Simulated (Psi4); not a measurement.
# AlCNClOF (SMILES O=C=[N][Al]([F])[Cl]) at BHLYP/cc-pVDZ

What is the vertical singlet–triplet gap of AlCNClOF at BHLYP/cc-pVDZ? 

The calculation is run with Psi4 1.11.

2 further runs of the same task are left out: 2 set aside as unsound or not needed. Runs told in other sessions of the task aren't counted.

### Step 1. The system as given

AlCNClOF: 6 atoms, total charge 0, spin state singlet. SMILES: `O=C=[N][Al]([F])[Cl]`. The shape is that of a PBE0-D4/def2-TZVP optimisation. This is one conformer, not always the lowest.

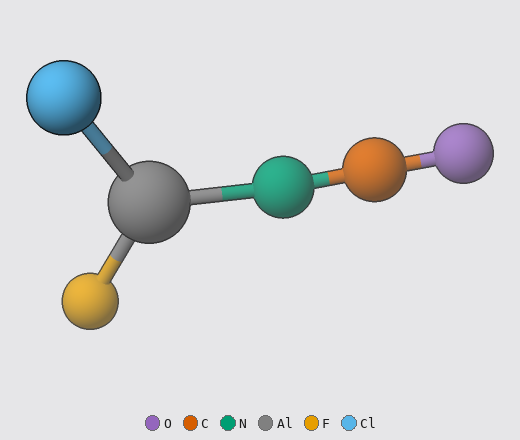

The structure, seen from a chosen angle (oxygen purple, carbon orange, nitrogen teal, aluminium grey, fluorine amber, chlorine blue).

### Step 2. A single-point energy at BHLYP/cc-pVDZ

File calclfno.dat:

```
memory 2200 MB

molecule {
  0 1
  O     -1.726000    -0.301300     2.353900
  C     -1.034500    -0.244700     1.421600
  N     -0.321400    -0.196300     0.461800
  Al     0.694800     0.033100    -0.933400
  F      1.379200    -1.268200    -1.642400
  Cl     1.050000     1.913400    -1.707800
  units angstrom
  symmetry c1
}

set basis cc-pVDZ
set puream true
set e_convergence 1e-09
set d_convergence 1e-08
set scf_type pk
set dft_radial_points 99
set dft_spherical_points 590

e_tot, wfn = energy("bhhlyp", return_wfn=True)
oeprop(wfn, "MAYER_INDICES", "QUADRUPOLE", "WIBERG_LOWDIN_INDICES", title="BHHLYP")
```

Run with:

```bash
$ psi4 -i calclfno.dat -o calclfno.out -n 1
```

calclfno.out:

```text
[...]
  Running in c1 symmetry.
[...]
  Nuclear repulsion =  298.716656571062970
[...]
  Multiplicity = 1
[...]
  Nalpha       = 30
  Nbeta        = 30
[...]
    Number of basis functions: 92
[...]
   @RKS iter   1:  -970.42528947163623   -7.07361e-01   8.31840e-03 ADIIS/DIIS
[...]
   @RKS iter  13:  -970.64847862173667   -4.54747e-13   3.78921e-09 DIIS
[...]
    Orbital Energies [Eh]
    ---------------------
    Doubly Occupied:
       1A   -102.816019     2A    -57.091435     3A    -25.304949
       4A    -19.754452     5A    -14.835457     6A    -10.767393
       7A     -9.896097     8A     -7.544669     9A     -7.541134
      10A     -7.540562    11A     -4.530612    12A     -2.996035
      13A     -2.993882    14A     -2.993068    15A     -1.331035
      16A     -1.267902    17A     -1.073287    18A     -0.947668
      19A     -0.669488    20A     -0.604528    21A     -0.562801
      22A     -0.554698    23A     -0.554587    24A     -0.519752
      25A     -0.519179    26A     -0.474828    27A     -0.417512
      28A     -0.413570    29A     -0.385244    30A     -0.379165
[...]
  @RKS Final Energy:  -970.64847862173667
   => Energetics <=
    Nuclear Repulsion Energy =            298.7166565710629698
    One-Electron Energy =               -1935.2067547160090726
    Two-Electron Energy =                 706.2357964596453712
    DFT Exchange-Correlation Energy =     -40.3941769364359260
    Empirical Dispersion Energy =           0.0000000000000000
    VV10 Nonlocal Energy =                  0.0000000000000000
    Total Energy =                       -970.6484786217366718
[...]
 Multipole Moments:
 ------------------------------------------------------------------------------------
     Multipole            Electronic (a.u.)      Nuclear  (a.u.)        Total (a.u.)
 ------------------------------------------------------------------------------------
 L = 1.  Multiply by 2.5417464519 to convert [e a0] to [Debye]
 Dipole X            :          2.1272773           -2.0728114            0.0544660
 Dipole Y            :          0.0182569            0.1651548            0.1834118
 Dipole Z            :         -2.8449271            2.7443706           -0.1005566
 Magnitude           :                                                    0.2161436
 L = 2.  Multiply by 1.3450342976 to convert [e a0^2] to [Debye ang]
 Quadrupole XX       :       -278.0809371          243.9070288          -34.1739083
 Quadrupole XY       :        -71.4209760           72.1579467            0.7369707
[...]
```

Run time: 16 s. Hardware: 1 thread of AMD EPYC 9R45 (Zen 5), shared host; peak memory 1.1 GiB.

### Step 3. The triplet: energy and gradient at UBHLYP/cc-pVDZ

File calclfno.py:

```python
import psi4

psi4.set_memory(2200000000)
psi4.set_num_threads(1)
psi4.set_output_file('psi4.out', False)

m = psi4.geometry("""
0 3
O     -1.726000    -0.301300     2.353900
C     -1.034500    -0.244700     1.421600
N     -0.321400    -0.196300     0.461800
Al     0.694800     0.033100    -0.933400
F      1.379200    -1.268200    -1.642400
Cl     1.050000     1.913400    -1.707800
symmetry c1
""")

options = {'reference': 'uks', 'puream': True, 'e_convergence': 1e-09, 'd_convergence': 1e-08, 'scf_type': 'pk', 'dft_radial_points': 99, 'dft_spherical_points': 590, 'maxiter': 100}
psi4.set_options(options)

E, wfn = psi4.gradient("bhhlyp/cc-pVDZ", molecule=m, return_wfn=True)
psi4.oeprop(wfn, "DIPOLE", "QUADRUPOLE", "LOWDIN_CHARGES", title="BHHLYP")
print('gradient / Eh bohr^-1')
print(E.np.round(6))
print(f'energy = {wfn.energy():.10f} Eh')
```

Run with:

```bash
$ python calclfno.py
```

psi4.out:

```text
[...]
  Running in c1 symmetry.
[...]
  Nuclear repulsion =  298.716656571062970
[...]
  Multiplicity = 3
[...]
  Nalpha       = 31
  Nbeta        = 29
[...]
    Number of basis functions: 92
[...]
   @UKS iter   1:  -970.01344454555760   -2.95516e-01   8.92302e-03 ADIIS/DIIS
[...]
   @UKS iter  25:  -970.41090602572478   -1.40972e-11   9.53718e-09 DIIS
[...]
   @S^2 Observed:                2.044059988E+00
[...]
  @UKS Final Energy:  -970.41090602572478
   => Energetics <=
    Nuclear Repulsion Energy =            298.7166565710629698
    One-Electron Energy =               -1934.7579740896535441
    Two-Electron Energy =                 706.0096041162418032
    DFT Exchange-Correlation Energy =     -40.3791926233760066
    Empirical Dispersion Energy =           0.0000000000000000
    VV10 Nonlocal Energy =                  0.0000000000000000
    Total Energy =                       -970.4109060257247847
  UHF NO Occupations:
  HONO-2 :   29  A 1.9818953
  HONO-1 :   30  A 1.0000000
[...]
  -Total Gradient:
     Atom            X                  Y                   Z
    ------   -----------------  -----------------  -----------------
       1        0.047852112748     0.003621357877    -0.064532071990
       2        0.006757410303     0.002518170514    -0.009356735337
       3       -0.032536021008    -0.003431117198     0.044017201122
       4       -0.011457800972    -0.013144774936     0.017267792705
       5       -0.010419061435     0.026271935666     0.009795725139
       6       -0.000211610815    -0.015832660423     0.002827644166
[...]
 Multipole Moments:
 ------------------------------------------------------------------------------------
     Multipole            Electronic (a.u.)      Nuclear  (a.u.)        Total (a.u.)
 ------------------------------------------------------------------------------------
 L = 1.  Multiply by 2.5417464519 to convert [e a0] to [Debye]
 Dipole X            :          1.3795461           -2.0728114           -0.6932652
 Dipole Y            :         -0.1890507            0.1651548           -0.0238959
 Dipole Z            :         -1.8147648            2.7443706            0.9296058
 Magnitude           :                                                    1.1598942
 L = 2.  Multiply by 1.3450342976 to convert [e a0^2] to [Debye ang]
 Quadrupole XX       :       -278.4005693          243.9070288          -34.4935405
 Quadrupole XY       :        -71.0206514           72.1579467            1.1372954
[...]
```

The script printed:

```text
gradient / Eh bohr^-1
[[ 0.047852  0.003621 -0.064532]
 [ 0.006757  0.002518 -0.009357]
 [-0.032536 -0.003431  0.044017]
 [-0.011458 -0.013145  0.017268]
 [-0.010419  0.026272  0.009796]
 [-0.000212 -0.015833  0.002828]]
energy = -970.4109060257 Eh
```

Wall time 52 s (1 thread of AMD EPYC 9R45 (Zen 5), shared host); peak memory 1.1 GiB.

### Step 4. What came out

Level: BHLYP/cc-pVDZ.

| quantity | value |
| --- | --- |
| singlet: total energy | -970.64848 Eh |
| singlet: dipole moment | 0.55 D |
| singlet: HOMO energy | -10.32 eV |
| singlet: LUMO energy | -0.20 eV |
| singlet: HOMO–LUMO gap | 10.11 eV |
| triplet: total energy | -970.41091 Eh |
| triplet: dipole moment | 2.95 D |
| triplet: HOMO energy (highest over α and β) | -3.77 eV |
| triplet: ⟨S²⟩ | 2.044 |
| triplet: largest force on an atom | 4.135 eV/Å |
| vertical energy of the triplet above the singlet | 6.465 eV |

What this shows: At this shape the triplet lies 6.46 eV (624 kJ/mol) above the singlet.
